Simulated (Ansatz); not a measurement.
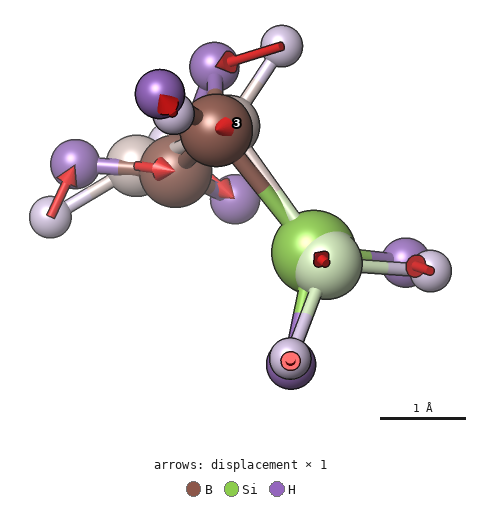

A relaxation of B2SiH6. The starting structure is drawn faded, the final one solid; red arrows show the displacements, at their true length. The two geometries are superimposed by the best rigid fit.

A ball-and-stick model, seen from a free direction.

It is one of the separated reactants of a reaction.

These are results of Ansatz 0.2.0, RKS PBE-D4/def2-SVP, not measurements.

Input file:
```yaml
crystal:
  periodic: [false, false, false]
  atoms:
    - {symbol: B, position_ang: [-1.014198, 0.491547, -1.145704]}
    - {symbol: Si, position_ang: [0.315396, -0.999571, 1.218252]}
    - {symbol: B, position_ang: [0.682083, 0.496416, -0.070548]}
    - {symbol: H, position_ang: [-1.125851, -0.202955, -2.111900]}
    - {symbol: H, position_ang: [-1.961101, 1.134222, -0.801176]}
    - {symbol: H, position_ang: [0.836416, 1.497459, 0.474057]}
    - {symbol: H, position_ang: [1.600166, 0.274681, -0.726640]}
    - {symbol: H, position_ang: [0.641874, -2.341656, 0.888679]}
    - {symbol: H, position_ang: [-0.345342, -0.754643, 2.451068]}
basis:
  gaussian: {orbitals: def2-SVP}
hamiltonian: {xc: pbe, dispersion: d4}
relax: {f_tol: 0.03, max_steps: 250}
```

Run as
```bash
ansatz run in.yaml --threads 2 --pin off --events-out ev --progress --plain --max-ram 4352MiB
```

Atoms of which element are displaced furthest, and by how much?

Hydrogen: up to 1.17 Å, against 0.61 Å for boron.

What happened in the run?

Over 18 geometry steps the energy falls by 1.910 eV. Largest force component: 3.2 eV/Å at the start, 0.011 eV/Å at the end. H4 moves most after the best rigid fit: 1.17 Å. By element the largest moves are H 1.17 Å, B 0.61 Å, Si 0.28 Å. Among the contacts that change: B1–H7 2.657 → 1.386 Å, B1–Si2 3.095 → 2.243 Å, B1–B3 2.008 → 1.682 Å, B3–H7 1.150 → 1.347 Å. Bond angles that change, for instance: B1–B3–H7 111.6° → 53.1°, Si2–B3–H6 111.7° → 139.0°, B1–B3–Si2 100.8° → 77.6°. The run took 19 s on 2 threads of Arm Neoverse V2, with other jobs on the host.
